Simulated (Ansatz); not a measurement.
# GaH₃ + SiH₄O: a complex and its separated parts, part 3 of 3

Ansatz 0.2.0, Gaussian basis. The steps go on from the part before.

## Step 21: Vibrations of GaH₃

Contents of vib-parta/in.yaml:

```yaml
crystal:
  periodic: [false, false, false]
  atoms:
    - {symbol: Ga, position_ang: [-0.821770, 0.345443, -1.688469]}
    - {symbol: H, position_ang: [0.384848, 1.059884, -2.391149]}
    - {symbol: H, position_ang: [-0.737462, -1.183174, -1.347396]}
    - {symbol: H, position_ang: [-2.112652, 1.159653, -1.326807]}
basis:
  gaussian: {orbitals: def2-TZVP}
hamiltonian: {xc: pbe0, dispersion: d4}
phonons: {temperatures: {t_min: 298.15, t_max: 900, t_step: 200}}
```

The run is started by

```console
ansatz run in.yaml --threads 4 --pin off --events-out ev --progress --plain --max-ram 9574MiB
```

Output, shortened:

```text
Functional definition: PBE0
  name "PBE0"
  cite "Adamo & Barone, J. Chem. Phys. 110, 6158 (1999) doi:10.1063/1.478522"
  cite "Perdew, Burke & Ernzerhof, Phys. Rev. Lett. 77, 3865 (1996) doi:10.1103/PhysRevLett.77.3865"
  parent pbe
[...]
545 factors; their error is unknown
[...]
mean field -52418.93797358 eV, -1926.3604396969 hartree, gradient 3.9e-5 eV, S^2 0.000000; 0 other end points of the search recorded, 0 dependent functions left out
[...]
Atom 1 at     0.384848     1.059884    -2.391149 Å, force    -0.000767    -0.000463     0.000398 eV/Å
Atom 2 at    -0.737462    -1.183174    -1.347396 Å, force    -0.000059     0.000920    -0.000253 eV/Å
Atom 3 at    -2.112652     1.159653    -1.326807 Å, force     0.000784    -0.000513    -0.000266 eV/Å
Dipole moment:    -0.000012    -0.000010    -0.000012 e Å
Vibrations: 723.97 759.78 759.86 1977.62 1978.96 1979.00 cm⁻¹, zero-point energy 0.507045 eV
```

Run time: 16 s. Hardware: 4 threads of Intel Xeon at 2.50GHz, shared host.

The modes, with what each moves most:

```tsv
mode	wavenumber (cm⁻¹)	character
1	724	out-of-plane bend
2	760	bend
3	760	bend
4	1978	Ga–H stretch
5	1979	Ga–H stretch
6	1979	Ga–H stretch
```

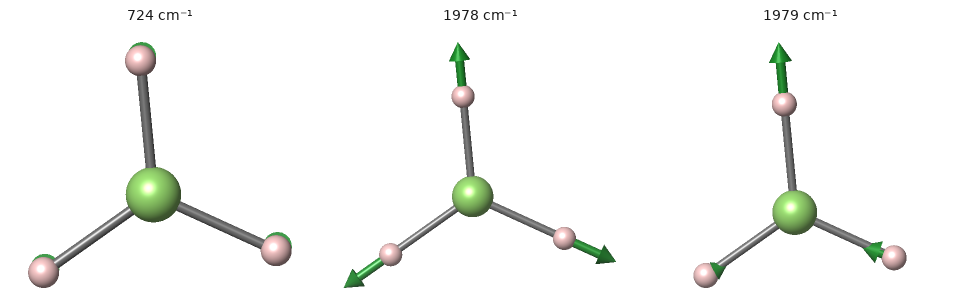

How the atoms move in 3 of the modes.

Vibrational sums (real modes only):

```tsv
T (K)	entropy (J/mol/K)	heat capacity (J/mol/K)
298	3.2	9.5
498	10.6	19.9
698	18.7	27.8
898	26.4	33.6
```

## Step 22: Vibrations of SiH₄O

Contents of vib-partb/in.yaml:

```yaml
crystal:
  periodic: [false, false, false]
  atoms:
    - {symbol: H, position_ang: [0.838374, 1.351751, 0.181503]}
    - {symbol: O, position_ang: [0.126871, 0.761911, 0.432362]}
    - {symbol: Si, position_ang: [0.507498, -0.566538, 1.329974]}
    - {symbol: H, position_ang: [1.121660, -0.191576, 2.633510]}
    - {symbol: H, position_ang: [1.461838, -1.458030, 0.614781]}
    - {symbol: H, position_ang: [-0.769204, -1.279324, 1.561693]}
basis:
  gaussian: {orbitals: def2-TZVP}
hamiltonian: {xc: pbe0, dispersion: d4}
phonons: {temperatures: {t_min: 298.15, t_max: 900, t_step: 200}}
```

The run is started by

```console
ansatz run in.yaml --threads 4 --pin off --events-out ev --progress --plain --max-ram 9574MiB
```

Output, shortened:

```text
Functional definition: PBE0
  name "PBE0"
  cite "Adamo & Barone, J. Chem. Phys. 110, 6158 (1999) doi:10.1063/1.478522"
  cite "Perdew, Burke & Ernzerhof, Phys. Rev. Lett. 77, 3865 (1996) doi:10.1103/PhysRevLett.77.3865"
  parent pbe
[...]
595 factors; their error is unknown
[...]
mean field -9986.23328789 eV, -366.9873044179 hartree, gradient 4.1e-5 eV, S^2 0.000000; 0 other end points of the search recorded, 0 dependent functions left out
[...]
Atom 3 at     1.121660    -0.191576     2.633510 Å, force    -0.000534    -0.000138     0.000272 eV/Å
Atom 4 at     1.461838    -1.458030     0.614781 Å, force    -0.000006    -0.000080     0.000037 eV/Å
Atom 5 at    -0.769204    -1.279324     1.561693 Å, force    -0.000086     0.000019     0.000694 eV/Å
Dipole moment:     0.264026     0.098494    -0.017447 e Å
Vibrations: 200.19 680.10 719.13 847.96 908.02 946.72 967.08 993.23 2208.54 2213.60 2260.60 3929.51 cm⁻¹, zero-point energy 1.046096 eV
```

Run time: 27 s. Hardware: 4 threads of Intel Xeon at 2.50GHz, shared host.

Wavenumbers and character of the modes:

```tsv
mode	wavenumber (cm⁻¹)	character
1	200	torsion
2	680	bend
3	719	bend
4	848	bend with Si–O stretch
5	908	bend with Si–O stretch
6	947	bend with wag or twist
7	967	bend with wag or twist
8	993	bend
9	2209	Si–H stretch
10	2214	Si–H stretch
11	2261	Si–H stretch
12	3930	O–H stretch
```

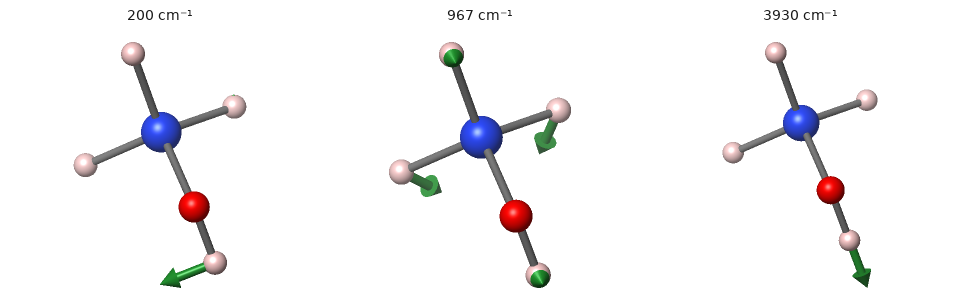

Displacements of 3 modes, as arrows.

Vibrational sums (real modes only):

```tsv
T (K)	entropy (J/mol/K)	heat capacity (J/mol/K)
298	14.1	24.3
498	31.9	45.2
698	49.5	58.7
898	65.4	68.0
```

## Step 23: Complex less separated parts

The complex's own energies come from single points at the same levels.

Rows are in def2-TZVPP; times add the 3 runs of a level on a shared host, so small differences are noise.

Differences are taken before rounding.

```tsv
method	rung	complex less parts (kJ/mol)	from CCSD(T) (kJ/mol)	time
SPW92	LDA	-81.1	-19.6	3.1 s
PBE-D4	GGA	-57.9	+3.7	4.7 s
BLYP-D4	GGA	-53.8	+7.7	4.9 s
r2SCAN-D4	meta-GGA	-62.8	-1.2	9.9 s
B97M-V	meta-GGA	-58.7	+2.9	15 s
PBE0-D4	hybrid	-59.6	+1.9	6.9 s
B3LYP-D4	hybrid	-56.8	+4.7	6.6 s
r2SCAN0-D4	hybrid	-63.4	-1.8	9.3 s
BHLYP-D4	hybrid	-62.0	-0.5	6.4 s
CAM-B3LYP-D4	range-separated hybrid	-59.8	+1.8	8.8 s
wB97X-V	range-separated hybrid	-58.7	+2.9	16 s
wB97M-V	range-separated hybrid	-59.2	+2.3	16 s
B2PLYP	double hybrid	-50.8	+10.8	12 s
PBE-QIDH	double hybrid	-59.2	+2.3	12 s
RPA on PBE	RPA	-56.7	+4.9	11 s
Hartree-Fock	wavefunction	-37.9	+23.6	
MP2	wavefunction	-61.6	0.0	
CCSD	wavefunction	-58.3	+3.2	
CCSD(T)	wavefunction	-61.5	0	1.8 min
```

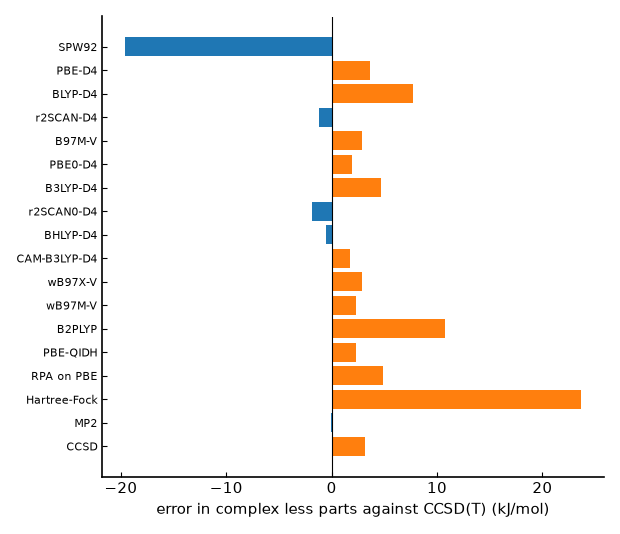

Deviations from CCSD(T), method by method.

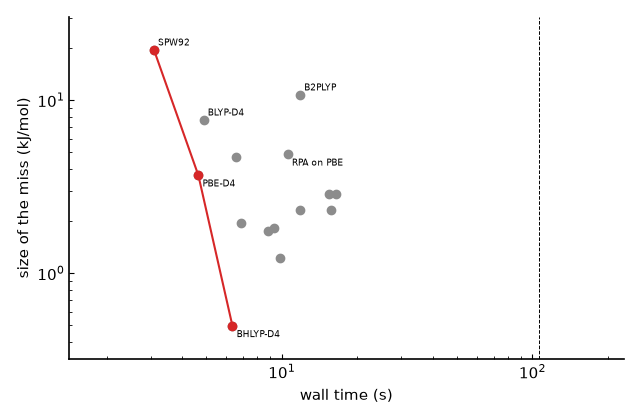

Miss against cost. Red marks the levels that no quicker level drawn beats (of those quicker than the yardstick), and the dashed line is the time of CCSD(T). Only those levels and the largest misses are named. Times are from a shared host.

For cost: BHLYP-D4 gets within 0.5 kJ/mol in 6.4 s, where CCSD(T) took 1.8 min; the quickest level in the cost chart, SPW92, takes 3.1 s and misses by 19.6 kJ/mol.

The complex's zero-point energy, from a separate PBE0-D4 run, is 1.646 eV.

## Step 24: What came out

What follows sums up all 3 parts.

| quantity | value |
| --- | --- |
| complex less parts, CCSD(T)/def2-TZVPP | -61.5 kJ/mol |
| with zero-point energy | -52.6 kJ/mol |
| largest T1 diagnostic | 0.013 |

**Reading.** At CCSD(T) the complex lies 61.5 kJ/mol below its parts. The functionals run from BHLYP-D4, off by -0.5 kJ/mol, to SPW92, off by -19.6 kJ/mol, against CCSD(T). By rung, the mean size of the error is: LDA 19.6, GGA 5.7, meta-GGA 2.0, hybrid 2.2, range-separated hybrid 2.3, double hybrid 6.6 kJ/mol. The double hybrids carry no dispersion term here, unlike the levels marked D4 or V. PBE-D4 gives a relative energy 3.7 kJ/mol too high, inside chemical accuracy (1 kcal/mol, 4.2 kJ/mol). No counterpoise was applied, and triple zeta lacks some correlation, so the CCSD(T) reference has a basis error of its own, and close matches with it are partly luck.
